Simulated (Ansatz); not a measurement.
## Electronic structure of C8H14FNOZr in real space

```xyz
26

C     2.9962    1.0943   -0.8838
O     1.8081    1.0268   -0.1712
Zr    0.3209    0.1936    0.7199
F     0.3691    0.5922    2.6194
N    -1.2804    1.2420    0.0184
C    -2.5608    1.0812    0.6579
C    -1.3677    1.9632   -1.2234
C    -0.6861   -2.0965    1.0926
C    -0.7222   -1.8675   -0.3006
C     0.6079   -1.8436   -0.7683
C     1.4643   -2.0774    0.3326
C     0.6659   -2.2323    1.4794
H     3.2571    0.1195   -1.3155
H     2.9091    1.8171   -1.7028
H     3.8189    1.4136   -0.2348
H    -3.2747    0.5237    0.0300
H    -2.4633    0.5438    1.6075
H    -3.0172    2.0541    0.8904
H    -2.0110    1.4500   -1.9563
H    -1.7887    2.9680   -1.0721
H    -0.3778    2.0834   -1.6693
H    -1.5416   -2.1591    1.7501
H    -1.6097   -1.7227   -0.8986
H     0.9188   -1.6736   -1.7894
H     2.5440   -2.1071    0.3003
H     1.0208   -2.3867    2.4877
```

Geometry: PBE0-D4/def2-TZVP; core potentials replace the inner electrons of Zr.

The calculation used Ansatz 0.2.0, RKS PBE0-D4/def2-TZVPP.

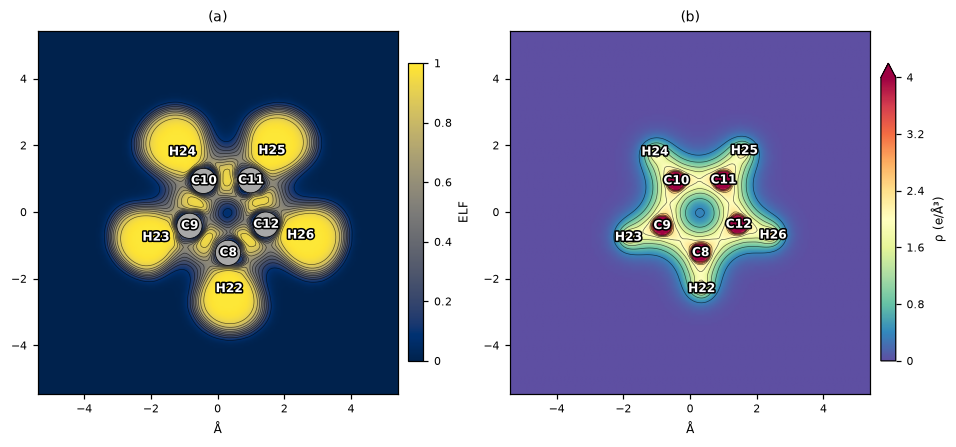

Figure 1. (a) ELF; (b) electron density on the plane of atoms C8, C12 and H26. Grey discs cover the atomic cores in the ELF map.

**Read the bonding off the picture.**

- Atoms in the plane: C and H.
- C–C (1.41 Å): ρ is about 2.1 e/Å³ halfway; the ELF peaks at about 0.95 between the atoms, as expected for a covalent bond.

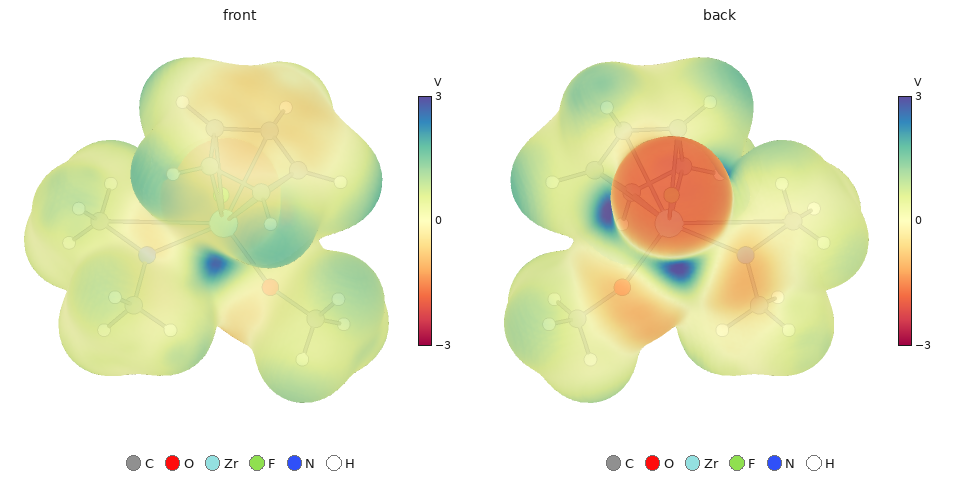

Figure 2. The electrostatic potential painted on the density surface at 0.004 e/bohr³, seen from the front and from behind; the colour scale runs from red (negative) to blue (positive).

**Describe the electrostatic potential map.**

The most negative region (about −1.9 V, or −44 kcal/mol for a unit charge) lies over F4, the most positive (about +2.8 V, or +65 kcal/mol for a unit charge) over Zr3.

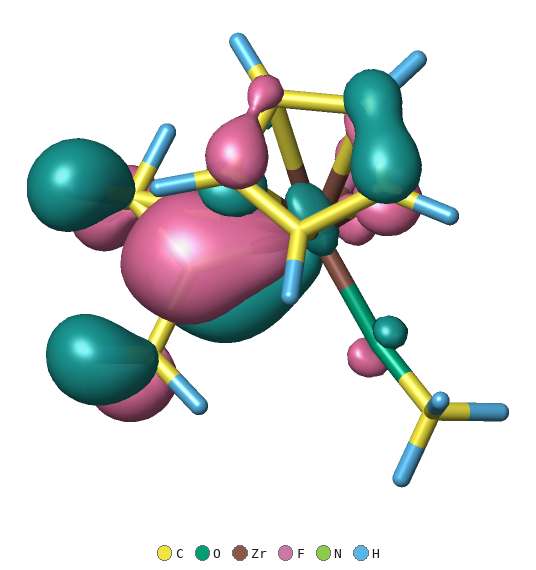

Figure 3. The HOMO at ±0.1 Å⁻³ᐟ² (teal and pink are the two phases), seen at a tilt.

**Where does this orbital lie, and at what energy?**

It lies mainly on N5 (about 45 %), Zr3 (about 10 %), C7 (about 5 %) and C6 (about 5 %). Its energy is −6.07 eV.
